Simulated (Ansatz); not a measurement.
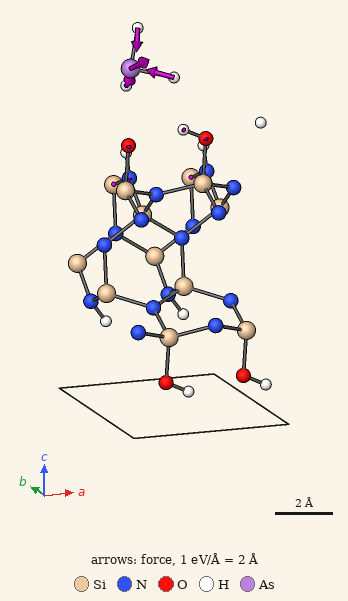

Starting geometry of a slab of composition Si₁₂AsH₁₁N₁₆O₄ (cut from the P6_3/m phase) with the computed forces as purple arrows. Style: ball-and-stick. Shown: the cell of the calculation, outlined in the plane, without the vacuum (origin shifted), slightly off an axis.

Case: 1 AsH3 a cell, upright, over an H atom of a lower plane. The slab is the (1 0 0) face of Si3N4 with AsH3 on it. 14 atoms are held fixed.

All numbers below come from DFT PBE+D3(BJ), scalar-relativistic, plane waves, PAW (Ansatz 0.2.0). (plane-wave cutoff 420 eV; k-point mesh 3 × 2 × 1; occupations gaussian; smearing width 0.05 eV; no spin polarisation; dipole correction; atoms relaxed in a fixed cell; force threshold 0.04 eV/Å; at most 100 steps)

**What follows when this structure is relaxed?**

It isn't relaxed: the largest force vector, on H atoms, is 0.54 eV/Å. The final displacements have little in common with the starting forces (cosine between the two patterns 0.07). The energy falls by 0.163 eV per cell of the calculation in 19 accepted moves (23 points after the start). Largest force component: 0.46 eV/Å at the start, 0.029 eV/Å at the end. The line search rejected the trial steps at points 19, 21 of the run. 2 steps only repeated the SCF at the same geometry. The forces were under the threshold at step 5, but the run went on from there. The atom that moves furthest is an H atom (2.26 Å at 61° to the normal (−c side)). Largest moves by element: H 2.26 Å, As 2.21 Å, O 0.01 Å, N 0.01 Å, Si 0.01 Å. The lattice vectors keep their values. Some distances before and after: As–H 1.564 → 1.533 Å. The run took 20 min on 4 threads of Intel(R) Xeon(R) Processor @ 2.50GHz (Skylake/Cascade Lake), on a shared host, peak memory 2.9 GiB.

Limits of the set-up: the periodic images lie only 5.8 Å apart, so the values are limited by the cell's size.
